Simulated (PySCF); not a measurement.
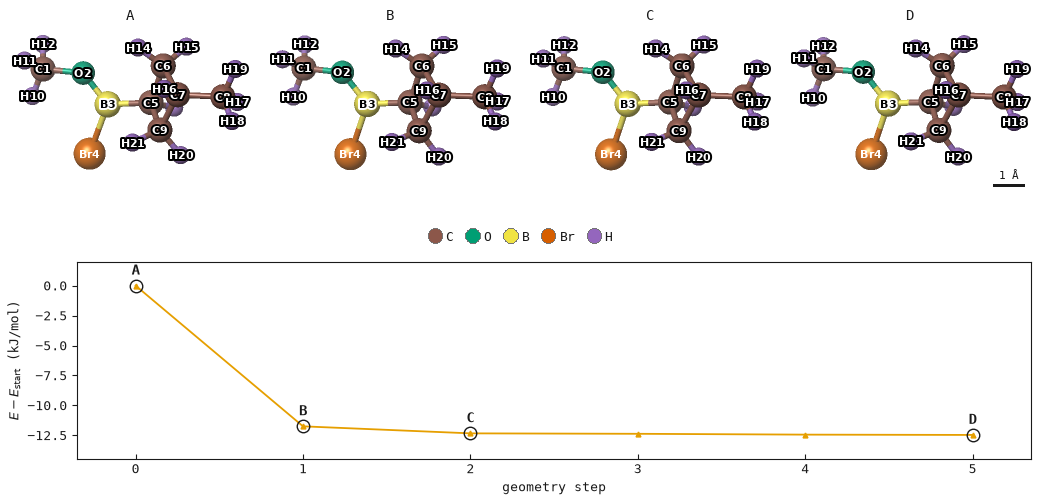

Frames of a relaxation of C6H12BBrO, marked on the history of the run. A ball-and-stick model, seen at a tilt.

The start comes from GFN2-xTB. Its atoms were then displaced at random by about 0.01 Å.

Theory: PySCF 2.14.0, density-fitted response routines, PBE0-D3(BJ)/def2-SVP geometry optimisation, gas phase. 

**What happens along the run?**

The largest move after the best rigid fit is that of an H atom, 0.14 Å. Largest moves by element: H 0.14 Å, C 0.07 Å, Br 0.06 Å, O 0.04 Å, B 0.03 Å. Near-neighbour distances that change, for instance: C–H 1.063 → 1.100 Å, C–C 1.528 → 1.556 Å, C–O 1.430 → 1.406 Å, B–Br 1.940 → 1.956 Å. Bond angles that change, for instance: B–C–H 111.9° → 108.4°, O–C–H 105.6° → 108.6°, C–C–H 109.2° → 111.8°. Over 5 geometry steps the energy falls by 12.5 kJ/mol. Cost: 4 min on 1 thread of Arm Neoverse N1, on a shared host. From step 0 to 1: H atoms move most (0.16 Å), energy −11.7 kJ/mol. From step 1 to 2: an H atom moves most (0.06 Å), energy −0.59 kJ/mol. From step 2 to 5: an H atom moves most (0.05 Å), energy −0.13 kJ/mol.

```json
{"step": "0", "E − E(0), kJ/mol": "0.00"}
{"step": "1", "E − E(0), kJ/mol": "-11.75"}
{"step": "2", "E − E(0), kJ/mol": "-12.34"}
{"step": "3", "E − E(0), kJ/mol": "-12.37"}
{"step": "4", "E − E(0), kJ/mol": "-12.44"}
{"step": "5", "E − E(0), kJ/mol": "-12.47"}
```
